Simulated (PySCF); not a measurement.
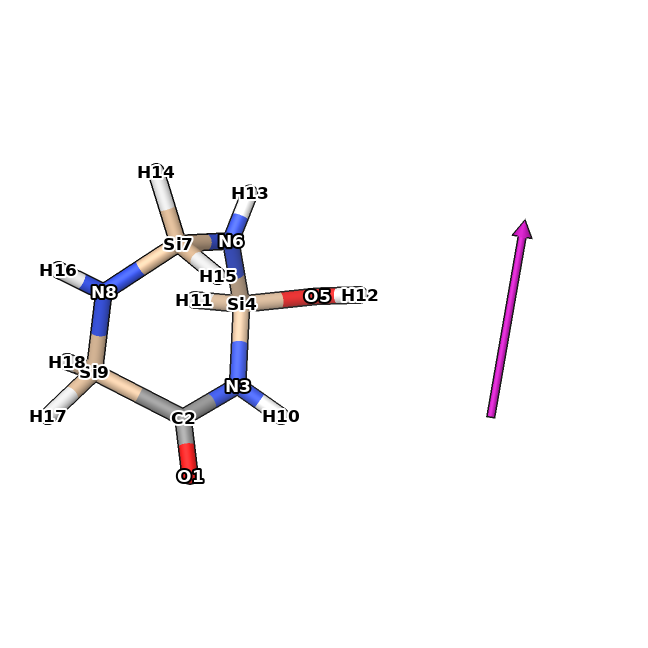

The arrow beside the molecule shows the direction of the dipole moment, from the negative to the positive end (its length means nothing). Computed geometry: GFN2-xTB optimisation. No frequency run is at hand to confirm it as a minimum. Method: PBE0/pcSseg-1, gas phase (PySCF 2.14.0).

How large is the dipole moment?

3.96 D; it points from the side of O1 to the side of H13, H14 (the outermost atoms at the two ends).

The geometry is semi-empirical. Around Si such bond lengths and angles can be off by a tenth of an ångström or more and by several degrees, and values that hang on the shape move with them.
